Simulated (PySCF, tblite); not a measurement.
# C5H10Cl radical: geometry, infrared bands and EPR parameters

Aim: predict the infrared bands and EPR parameters of C5H10Cl radical (`CC[CH][C@H](C)Cl`).

Programs: tblite 0.8.0 and PySCF 2.14.0, with density-fitted response routines of our own. Each step states its level of theory. These are calculated values for one molecule in the gas phase, unless marked as measured. Atoms count from 0, in the outputs and in this text.

**1. The starting structure**

16 atoms, charge 0, multiplicity 2; geometry from: force field or distance geometry start.

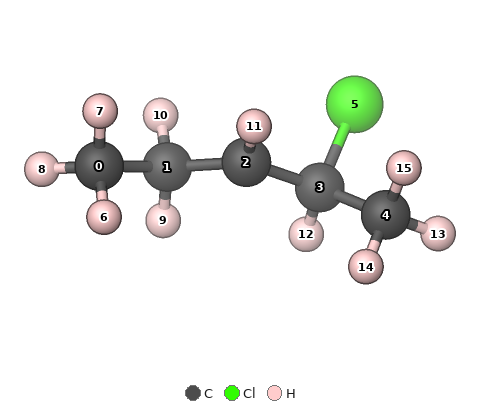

The starting geometry (carbon dark grey, chlorine green, hydrogen pink), atoms numbered.

**2. Optimising the geometry with GFN2-xTB**

The job: settings as JSON, then the geometry in Å.

```
{"job": {"kind": "relax", "xc": "GFN2-xTB", "basis": "xTB"}, "charge": 0, "multiplicity": 2}
C      2.382800     0.062400    -0.817100
C      1.191500    -0.708400    -0.260500
C      0.100300     0.193400     0.187400
C     -1.291100    -0.338600     0.358800
C     -2.349000     0.731400     0.186500
Cl    -1.425300    -1.032400     2.006000
H      2.074900     0.664600    -1.688400
H      2.804700     0.747500    -0.063100
H      3.169000    -0.625900    -1.133200
H      0.825500    -1.407200    -1.011400
H      1.529800    -1.310400     0.603000
H      0.336400     1.147300     0.642200
H     -1.482800    -1.158400    -0.330700
H     -3.350400     0.319900     0.305400
H     -2.295200     1.168400    -0.826700
H     -2.228700     1.555200     0.907500
```

Launch:

```console
OMP_NUM_THREADS=1 python probes_run.py task.json out
```

The driver reads the jobs from task.json and runs them one after another.

Log:

```text
step      E/eV     max force
  0    -552.01467    1.684
  1    -552.07964    0.946
  2    -552.10984    0.467
  3    -552.11997    0.195
  4    -552.12360    0.156
  5    -552.12501    0.128
  6    -552.12643    0.104
  7    -552.12746    0.095
  8    -552.12826    0.096
  9    -552.12897    0.081
 10    -552.12959    0.063
 11    -552.13008    0.056
 12    -552.13045    0.051
 13    -552.13079    0.042
 14    -552.13113    0.047
 15    -552.13144    0.048
 16    -552.13169    0.049
 17    -552.13191    0.036
 18    -552.13214    0.036
 19    -552.13239    0.040
 20    -552.13261    0.050
 21    -552.13282    0.048
 22    -552.13309    0.044
 23    -552.13347    0.053
 24    -552.13388    0.069
 25    -552.13422    0.064
 26    -552.13449    0.045
 27    -552.13472    0.038
 28    -552.13492    0.038
 29    -552.13507    0.033
 30    -552.13517    0.025
 31    -552.13526    0.030
 32    -552.13537    0.029
 33    -552.13550    0.029
 34    -552.13562    0.025
 35    -552.13570    0.021
 36    -552.13576    0.019
 37    -552.13582    0.018
 38    -552.13587    0.016
 39    -552.13591    0.015
 40    -552.13595    0.019
 41    -552.13602    0.022
 42    -552.13613    0.029
 43    -552.13629    0.032
 44    -552.13644    0.027
 45    -552.13656    0.028
 46    -552.13666    0.026
 47    -552.13674    0.021
 48    -552.13681    0.020
 49    -552.13687    0.016
 50    -552.13691    0.017
 51    -552.13695    0.016
 52    -552.13698    0.013
 53    -552.13701    0.010
 54    -552.13703    0.009
```

Wall time 0.22 s (1 thread of Intel Xeon 6975P-C, shared host).

Step by step: (not every step is listed)

| step | energy from step 0 (eV) | largest force (eV/Å) |
| --- | --- | --- |
| 0 | 0.0000 | 1.6836 |
| 1 | -0.0650 | 0.9462 |
| 2 | -0.0952 | 0.4674 |
| 3 | -0.1053 | 0.1950 |
| 4 | -0.1089 | 0.1557 |
| 5 | -0.1103 | 0.1276 |
| 6 | -0.1118 | 0.1037 |
| 7 | -0.1128 | 0.0946 |
| 8 | -0.1136 | 0.0965 |
| 12 | -0.1158 | 0.0511 |
| 16 | -0.1170 | 0.0487 |
| 20 | -0.1179 | 0.0501 |
| 24 | -0.1192 | 0.0688 |
| 28 | -0.1202 | 0.0378 |
| 32 | -0.1207 | 0.0295 |
| 36 | -0.1211 | 0.0188 |
| 40 | -0.1213 | 0.0189 |
| 44 | -0.1218 | 0.0267 |
| 48 | -0.1221 | 0.0202 |
| 49 | -0.1222 | 0.0155 |
| 50 | -0.1222 | 0.0169 |
| 51 | -0.1223 | 0.0161 |
| 52 | -0.1223 | 0.0126 |
| 53 | -0.1223 | 0.0104 |
| 54 | -0.1224 | 0.0088 |

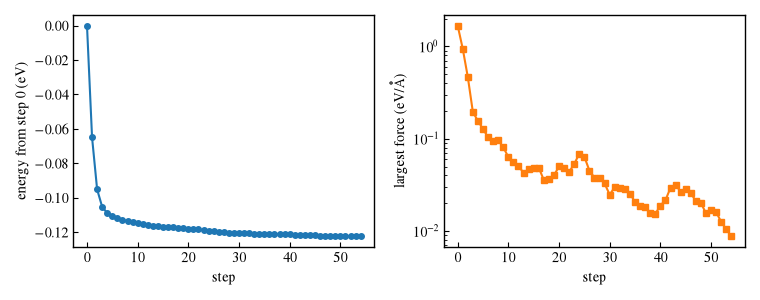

Energy and largest force along the relaxation.

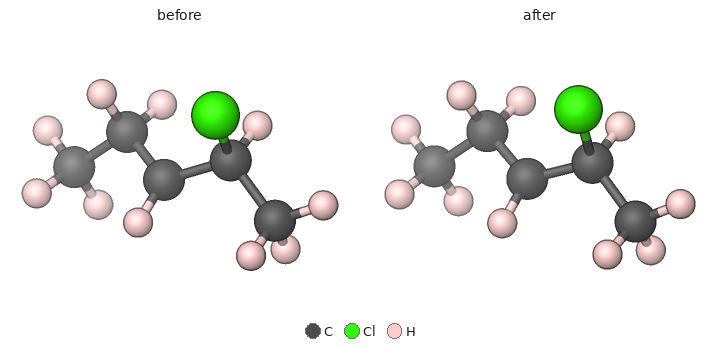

Before and after, at one scale.

Close pairs (by a distance rule), those that changed most:

| bond | before (Å) | after (Å) | change (Å) |
| --- | --- | --- | --- |
| C3–Cl5 | 1.792 | 1.946 | +0.153 |
| C2–C3 | 1.499 | 1.429 | -0.070 |
| C0–H6 | 1.103 | 1.087 | -0.016 |
| C4–H14 | 1.105 | 1.089 | -0.016 |
| C0–H7 | 1.103 | 1.087 | -0.015 |
| C4–H15 | 1.101 | 1.087 | -0.014 |
| C1–H10 | 1.106 | 1.100 | -0.005 |
| C1–C2 | 1.485 | 1.480 | -0.005 |

The end geometry stands in the next job.

**3. Vibrational analysis with GFN2-xTB**

The job: settings as JSON, then the geometry in Å.

```
{"job": {"kind": "ir", "xc": "GFN2-xTB", "basis": "xTB"}, "charge": 0, "multiplicity": 2}
C      2.391656     0.064116    -0.800962
C      1.199279    -0.707600    -0.241464
C      0.072703     0.175638     0.132271
C     -1.274293    -0.290537     0.236852
C     -2.355644     0.764418     0.207049
Cl    -1.441086    -1.141180     1.978769
H      2.102321     0.608205    -1.696901
H      2.762970     0.777187    -0.068966
H      3.197946    -0.618793    -1.056524
H      0.859798    -1.456754    -0.962847
H      1.530494    -1.262312     0.649188
H      0.308275     1.154850     0.519223
H     -1.496708    -1.141538    -0.405944
H     -3.323208     0.331525     0.446084
H     -2.404105     1.197298    -0.791244
H     -2.137996     1.554422     0.921151
```

Log:

```text
mode    cm-1     km/mol
  1      21.2      1.07
  2      79.2      1.37
  3     189.3      0.97
  4     202.4      0.41
  5     224.3      2.54
  6     247.3      3.06
  7     277.2     12.91
  8     350.6     25.42
  9     419.3      2.19
 10     463.7      3.87
 11     610.1     32.12
 12     793.7     11.22
 13     908.6     14.32
 14     981.0     11.12
 15    1027.5      9.56
 16    1034.6     12.76
 17    1061.3      0.08
 18    1103.4     24.86
 19    1120.5     13.68
 20    1171.6      4.06
 21    1200.0      1.95
 22    1221.4      1.49
 23    1237.1      2.69
 24    1323.4      1.36
 25    1399.7     10.99
 26    1408.0      2.31
 27    1411.2      1.61
 28    1444.6      6.02
 29    1475.9      5.67
 30    1484.1      4.01
 31    1499.6      4.03
 32    1502.1      3.38
 33    2854.7     12.89
 34    2953.3     21.51
 35    2969.7     12.29
 36    3014.8     21.19
 37    3039.1     33.23
 38    3040.8     30.94
 39    3044.7     27.62
 40    3047.0     13.37
 41    3049.4     13.20
 42    3091.6     20.72
```

It took 0.35 s on 1 thread of Intel Xeon 6975P-C, shared host.

Which atoms move in the most intense modes:

| cm⁻¹ | km/mol | atoms |
| --- | --- | --- |
| 351 | 25.4 | C3 59 % |
| 610 | 32.1 | H11 50 %, C2 29 % |
| 1103 | 24.9 | H12 45 %, C3 13 % |
| 2953 | 21.5 | H9 90 % |
| 3015 | 21.2 | H14 93 % |
| 3039 | 33.2 | H6 73 %, H7 14 % |
| 3041 | 30.9 | H7 52 %, H8 35 % |
| 3045 | 27.6 | H8 54 %, H7 27 %, H6 17 % |

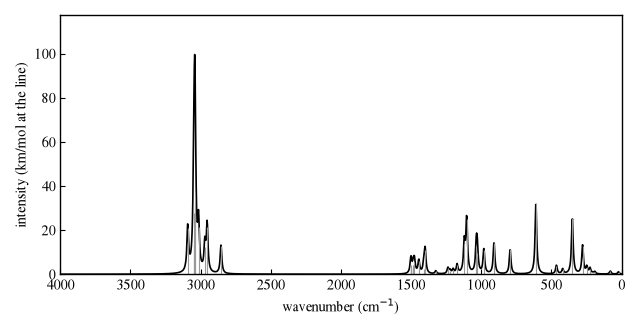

The infrared spectrum from these modes, unscaled. Lines are broadened to a width of 14 cm⁻¹ (Lorentzian).

**4. g tensor and hyperfine couplings: B3LYP/pcH-1**

Settings changed since step 3:

```diff
@@ -1,2 +1,2 @@
-{"job": {"kind": "ir", "xc": "GFN2-xTB", "basis": "xTB"}, "charge": 0, "multiplicity": 2}
+{"job": {"kind": "epr", "basis": "pcH-1"}, "charge": 0, "multiplicity": 2}
 C      2.391656     0.064116    -0.800962
```

With the program's defaults for keys left out, this is: UKS B3LYP, pcH-1 on C Cl H, non-relativistic, mean-field spin-orbit, GIAO.

Log:

```text
UKS, coarse grid
  cycle   1  E = -656.67852232  |g| = 3.27e-01
  cycle   2  E = -656.67074809  |g| = 3.59e-01
  cycle   3  E = -656.73415634  |g| = 5.35e-02
  cycle   4  E = -656.73490549  |g| = 3.28e-02
  cycle   5  E = -656.73547361  |g| = 7.12e-03
  cycle   6  E = -656.73550762  |g| = 3.31e-03
  cycle   7  E = -656.73551479  |g| = 8.93e-04
UKS, final grid
  cycle   1  E = -656.73545919  |g| = 8.29e-04
  cycle   2  E = -656.73545915  |g| = 9.44e-04
  cycle   3  E = -656.73545956  |g| = 9.79e-05
  cycle   4  E = -656.73545957  |g| = 7.09e-05
  cycle   5  E = -656.73545957  |g| = 1.91e-05
E = -656.73545957 Eh   <S^2> = 0.7557 (exact 0.7500)
g shifts (ppm)      1          2          3
  rmc          -180       -180       -180
  gc             -1         25         26
  oz_so         104        588       6228
  total         -78        433       6074
hyperfine (MHz)  atom isotope    a_iso     a_fc   dipolar eigenvalues
    0   13C      16.89      16.89     -1.72     -1.51      3.23
    1   13C     -27.13     -27.14     -2.10      0.27      1.83
    2   13C      80.44      80.48    -72.48    -71.65    144.13
    3   13C       3.30       3.39     -4.09     -0.27      4.36
    4   13C       8.73       8.74     -1.58     -0.97      2.55
    5  35Cl      46.55      45.13    -36.54    -35.09     71.64
    6    1H      -1.97      -1.97     -3.65     -2.32      5.97
    7    1H      -1.39      -1.39     -2.56     -2.50      5.06
    8    1H       0.22       0.22     -1.83     -1.48      3.31
    9    1H      35.16      35.16     -4.57     -3.78      8.35
   10    1H     130.63     130.63     -5.19     -2.37      7.56
   11    1H     -52.44     -52.47    -33.79     -1.28     35.07
   12    1H      17.56      17.59     -6.13     -2.42      8.54
   13    1H       5.08       5.09     -1.83     -1.16      2.99
   14    1H       0.83       0.83     -3.61     -2.07      5.68
   15    1H      -1.92      -1.91     -2.94     -2.21      5.15
```

It took 47 s on 1 thread of Intel Xeon 6975P-C, shared host; peak memory 0.94 GiB.

Principal g values 2.00224, 2.00275, 2.00839; g(iso) = 2.00446, against 2.00232 for a free electron.

Hyperfine couplings; where a row names several nuclei, a(iso) is their mean (it holds for fast rotation or exchange) and the dipolar term the largest among them:

| nuclei | isotope | a(iso) (MHz) | a(iso) (G, at g = 2.0023) | largest dipolar term (MHz) |
| --- | --- | --- | --- | --- |
| H10 | 1H | 130.6 | 46.6 | 7.6 |
| C2 | 13C | 80.4 | 28.7 | 144.1 |
| H11 | 1H | -52.4 | -18.7 | 35.1 |
| Cl5 | 35Cl | 46.5 | 16.6 | 71.6 |
| H9 | 1H | 35.2 | 12.5 | 8.3 |
| C1 | 13C | -27.1 | -9.7 | -2.1 |
| H12 | 1H | 17.6 | 6.3 | 8.5 |
| C0 | 13C | 16.9 | 6.0 | 3.2 |
| C4 | 13C | 8.7 | 3.1 | 2.6 |
| C3 | 13C | 3.3 | 1.2 | 4.4 |
| H13, H14, H15 | 1H | 1.3 | 0.5 | 5.7 |
| H6, H7, H8 | 1H | -1.0 | -0.4 | 6.0 |

Mulliken spin populations:

C0 0.01; C1 -0.07; C2 0.90; C3 -0.06; C4 0.00; Cl5 0.18; H6 0.00; H7 0.00; H8 0.00; H9 0.01; H10 0.06; H11 -0.04; H12 0.01; H13 0.00; H14 0.00; H15 0.00

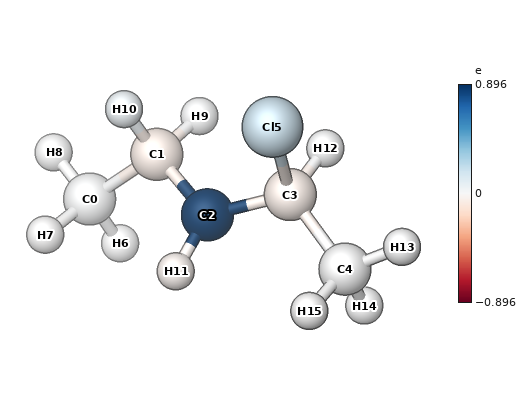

Mulliken spin populations, as colours on the atoms.

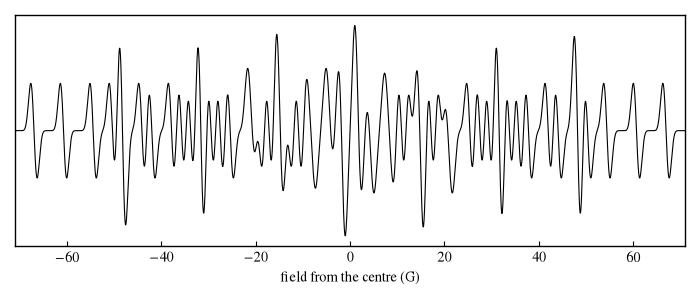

First-order isotropic spectrum (first derivative, main isotopes with spin only, couplings over 0.8 MHz, Gaussian width 0.3 G; couplings of the frozen geometry, rotation of groups not averaged beyond the rows shown).

Orbitals, density, ELF and potential are computed afterwards from the orbital file.

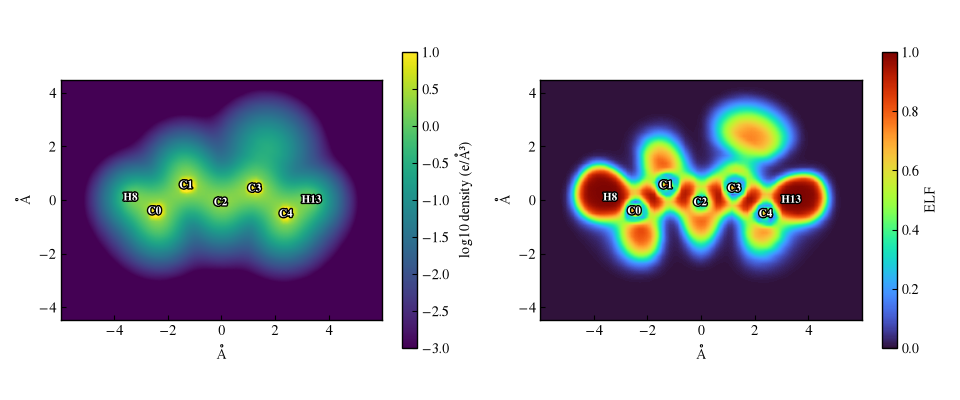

Density (left) and ELF (right) in a plane through or near 7 of the atoms.

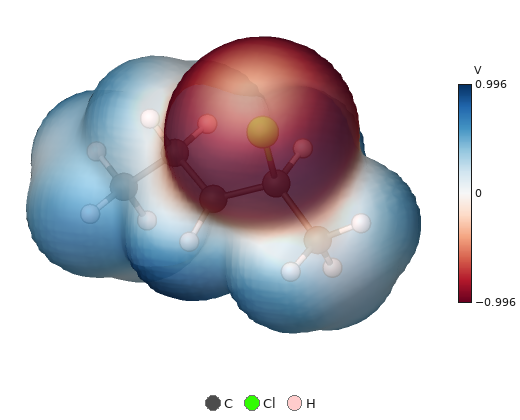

The potential that a unit positive charge feels on the 0.002 e/bohr³ surface, from -1.00 V near Cl5 to 0.95 V near H12.

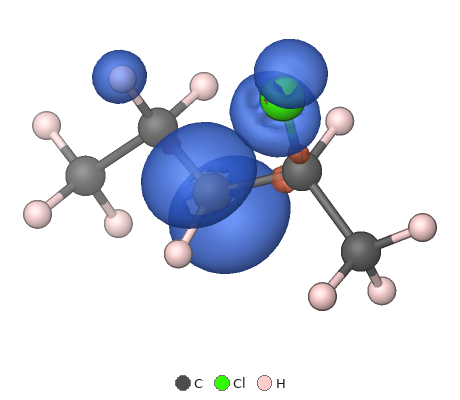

Spin density at ±0.04 e/Å³ (alpha excess blue, beta excess red).

**5. What came out**

```
                                 quantity                 value
strongest single infrared mode (GFN2-xTB)  3039 cm⁻¹, 33 km/mol
             zero-point energy (GFN2-xTB)         84.3 kcal/mol
                           g(iso) (B3LYP)               2.00446
                                     ⟨S²⟩    0.756 (exact 0.75)
       largest a(iso) (averaged by class)  1H on H10, 130.6 MHz
    surface potential, least and greatest    -1.00 V and 0.95 V
```

**Reading.** Over 54 steps the energy fell by 0.122 eV; of the close pairs, C3–Cl5 changed most, 1.792 to 1.946 Å. All 42 modes are real, so the xTB geometry is a minimum. Unscaled tight-binding wavenumbers are off by several per cent, some by more. Its intensities can rank the bands wrongly. Most of the unpaired spin sits on C2 (0.90 e). The isotropic g lies 2.1 ppt above the free-electron value.
